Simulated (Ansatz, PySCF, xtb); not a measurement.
HF (SMILES F) and H2 (SMILES [H][H]) are pulled apart as rigid monomers along the line of their centres of mass, from the B3LYP-D3(BJ)/def2-TZVP minimum. Starting geometry (charge 0, multiplicity 1):
```xyz
4

F     -0.08210     0.19386    -0.50397
H     -0.06940     0.09894     0.41765
H     -0.09103    -0.45966     2.30920
H      0.00800     0.27668     2.37974
```

Interaction energies with rigid monomers; basis-set methods are counterpoise corrected unless marked otherwise.

Correlated levels freeze the cores.

Run with Ansatz (an electronic-structure program) with Gaussian orbitals; PySCF for the dispersion terms; xtb for the GFN methods. 

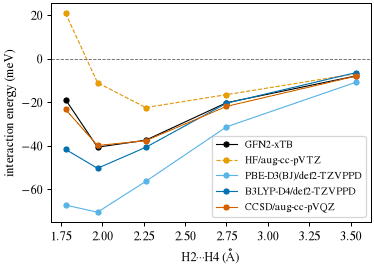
Interaction energy against separation

Which level binds most strongly at H2···H4 = 1.97, and by how much?

PBE-D3(BJ)/def2-TZVPPD, -70 meV.
